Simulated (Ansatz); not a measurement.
# MoS: the cost of one run

Method: DFT PBE+U, scalar-relativistic, plane waves, PAW, in Ansatz 0.2.0.

## 1. The structure to begin with

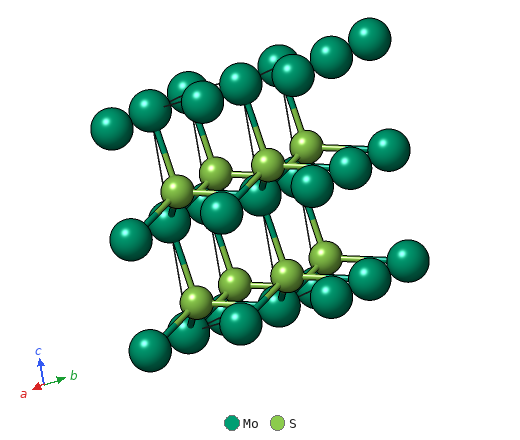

The starting structure, seen slightly off an axis (molybdenum teal, sulfur green). 2×2×1 cells are drawn. Atoms on the faces are drawn again on the opposite ones.

Coordinates:

```xyz
4
Lattice="0.0000 2.8297 2.8297 2.8297 0.0000 2.8297 5.6594 5.6594 0.0000" Properties=species:S:1:pos:R:3 pbc="T T T"
Mo    0.0000    2.8297    2.8297
S     1.4148    1.4148    1.4148
Mo    2.8297    5.6594    2.8297
S     4.2445    4.2445    1.4148
```

## 2. Volume dafm0: 0.86 V/V0

input.yaml reads:

```yaml
crystal:
  lattice:
    - [0.0, 2.8296912642, 2.8296912642]
    - [2.8296912642, 0.0, 2.8296912642]
    - [5.6593825284, 5.6593825284, 0.0]
  atoms:
    - { symbol: Mo, position: [1.0, 0.0, 0.0], spin: 2.0 }
    - { symbol: S, position: [0.25, 0.25, 0.125] }
    - { symbol: Mo, position: [1.0, 0.0, 0.5], spin: -2.0 }
    - { symbol: S, position: [0.25, 0.25, 0.625] }
basis:
  ecutwfc: 420
kpoints:
  mp_grid: { grid: [12, 12, 6] }
hamiltonian:
  xc: pbe
  hubbard: { sites: [{ species: Mo, l: d, u_eff: 4.38 }] }
scf:
  occupations: { method: gaussian, width: 0.1 }
output:
  forces: true
  stress: true
  eigenvalues: true
  populations: true
magnetization:
  spin_polarized: true
```

Command:

```bash
ansatz run input.yaml --threads 1 --pin off --max-ram 2560MiB --backend cpu --events-out ev --progress --plain --runs-dir out
```

Q: Estimate wall time and peak memory on 1 thread of Arm Neoverse V1, shared host.

About 40 s, with a peak of 0.66 GiB.
